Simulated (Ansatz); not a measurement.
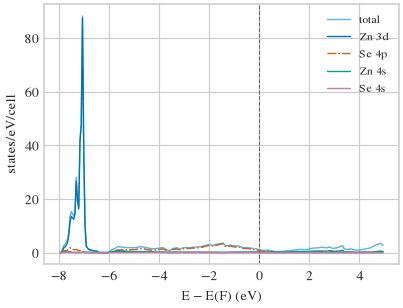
Fig. 1. Total and projected density of states of ZnSe in space group P4/nmm (No. 129; Zn on 2c, Se on 2a), LDA in the plane-wave PAW code Ansatz

Problem. Which orbitals carry the states next to the Fermi level?

Solution. Within 0.5 eV of the Fermi level: Se 4p 76 %, Zn 4s 15 %. Projections are on Löwdin-orthogonalised atomic valence shells; empty p or d shells of many metals are not among them.

Problem. Where is the tallest occupied peak in this window, and what makes it?

Solution. Near -7.0 eV, about 88 states/eV per cell; the largest projected share is Zn 3d.

The cell is a constructed one: a structure type filled with these elements; the Crystallography Open Database copy checked does not list it. It is not the phase usual at ambient conditions (space group No. 216). The cell was relaxed with LDA under the symmetry of its start. At this level the phase is dynamically unstable (imaginary phonons). A crystal of weakly bound layers computed without a dispersion correction: the cell and the soft elastic constants depend strongly on that. Spin–orbit coupling is left out wherever it is not named.

Potentials: the later of the program's two PAW sets.
